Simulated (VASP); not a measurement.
Band structure of RbCl (rock salt). All values below come from revPBE GGA, VASP's PBE PAW potentials (set 64) (plane waves; VASP 6.6.1).

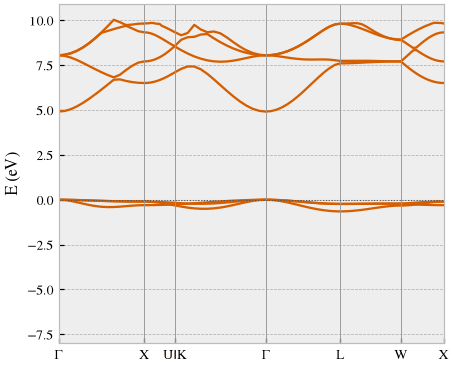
Fig. 1. Bands along high-symmetry lines, zero at the valence-band maximum or, without a gap, the Fermi level

### Question
Read the plot: is there a gap, and where are the band edges?

### Answer
The gap is direct, 4.91 eV, from the valence maximum at Γ to the conduction minimum at Γ. (Edges off the drawn lines would not show.)

Measured: gap 8.50 eV (computed value off by -3.59 eV), as given by Aguado et al., (1998), arXiv:cond-mat/9809176.

The compound is RbCl in the rock salt structure. It was relaxed first, which changed the volume by +14 %.
